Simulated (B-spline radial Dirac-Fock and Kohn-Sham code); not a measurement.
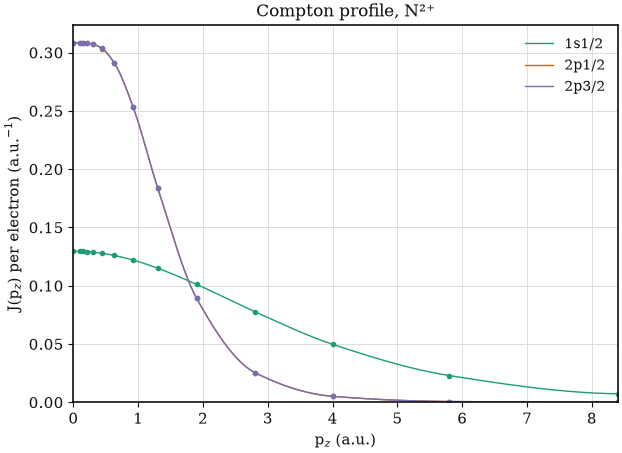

Figure. Compton profiles of the subshells 1s1/2, 2p1/2 and 2p3/2, per electron. The figure is for N²⁺ ([He] 2s2 2p1). Level of theory: the impulse approximation on Dirac–Fock orbitals (average of configuration); calculated with a radial B-spline solver. Open shells are averaged over j.

What can be read from it?

1s1/2: J(0) = 0.130, half width 3.4 a.u., ⟨p⟩ = 5.63 a.u.; 2p1/2: J(0) = 0.308, half width 1.5 a.u., ⟨p⟩ = 2.05 a.u.; 2p3/2: J(0) = 0.308, half width 1.5 a.u., ⟨p⟩ = 2.05 a.u. Of these the tallest at pz = 0 is 2p3/2.
